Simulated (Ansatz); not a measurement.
**H2O···C2H4: density, localisation and related maps**

The calculation's input:

```
crystal:
  periodic: [false, false, false]
  atoms:
    - {symbol: O, position_ang: [-0.329359, -0.115853, -2.270383]}
    - {symbol: H, position_ang: [0.525655, -0.395492, -2.603511]}
    - {symbol: H, position_ang: [-0.216587, -0.059338, -1.314682]}
    - {symbol: C, position_ang: [-0.177962, -0.482784, 1.698886]}
    - {symbol: C, position_ang: [0.188561, 0.785385, 1.581254]}
    - {symbol: H, position_ang: [-1.221417, -0.778625, 1.678636]}
    - {symbol: H, position_ang: [0.550745, -1.276475, 1.824892]}
    - {symbol: H, position_ang: [1.232061, 1.080889, 1.606204]}
    - {symbol: H, position_ang: [-0.539814, 1.580019, 1.459862]}
basis:
  gaussian: {orbitals: "def2-TZVPPD.json"}
hamiltonian: {xc: pbe0, dispersion: d4}
output: {orbitals: {seedname: orbitals}}
```

Launched as:

```sh
ansatz run in.yaml --threads 2 --pin off --events-out ev --progress --plain --max-ram 5222MiB
```

Geometry: rigid move from PBE0-D4/def2-TZVP.

These are results of RKS PBE0-D4/def2-TZVPPD in Ansatz 0.2.0, not measurements.

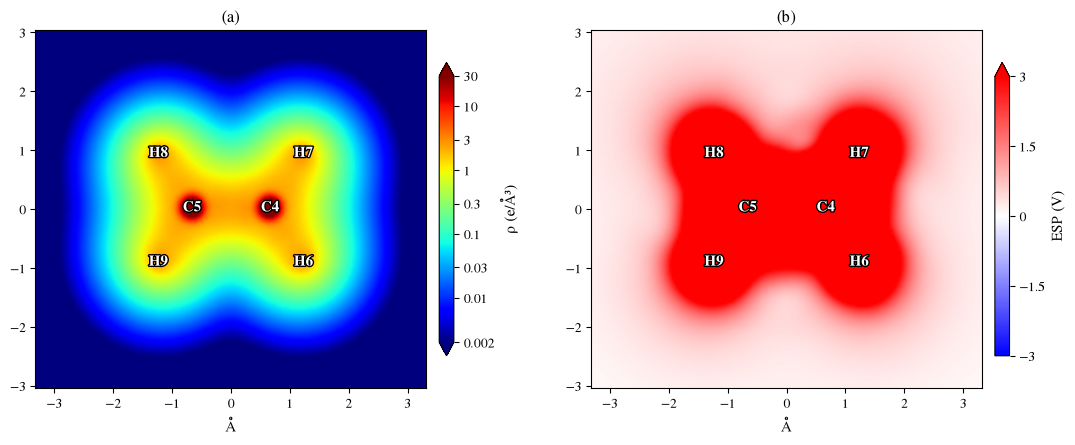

Figure 1. (a) electron density; (b) molecular electrostatic potential on the plane of atoms C5, C4 and H6.

> Read the bonding off the picture.

Atoms in the plane: C and H.
C–C (1.33 Å): the density is about 2.4 e/Å³ at the midpoint.
C–H (1.08 Å): ρ at the midpoint is about 2.1 e/Å³.
The potential has no marked negative region in this plane.

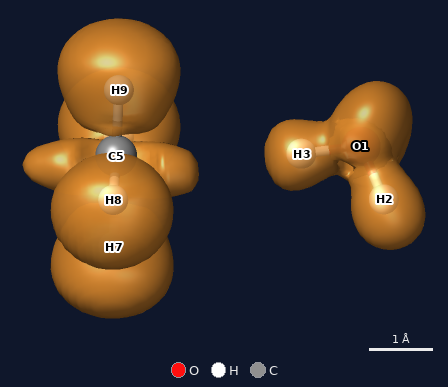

Figure 2. Isosurface of the electron localisation function at 0.75 (orange), seen from one side. Only the valence region is drawn (cores and ρ < 0.01 e/Å³ removed).

> What do the ELF domains correspond to?

At this value the surface marks out one region between bonded C–C atoms (shared pairs), four regions around hydrogen nuclei and one joined region spread over several atoms (H, O), in which their bonds and any lone pairs are merged. Along the contacts the grid gives the following. C4···H3 (3.04 Å): the ELF dips to about 0 between them; a non-bonded, intermolecular contact. C–C (1.33 Å): the ELF peaks at about 0.95 between the atoms: a short, multiple covalent bond.

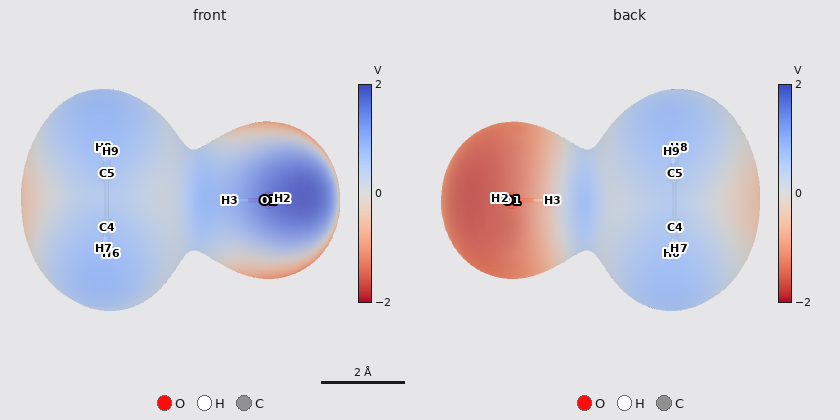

Figure 3. The molecular electrostatic potential painted on the density surface at 0.001 e/bohr³, seen from the front and from behind; red is negative and blue positive.

> Where is the surface potential most negative and most positive?

The most negative region (about −1.5 V) lies over O1, the most positive (about +1.7 V) over H2. O1 is the likeliest acceptor of a hydrogen bond.
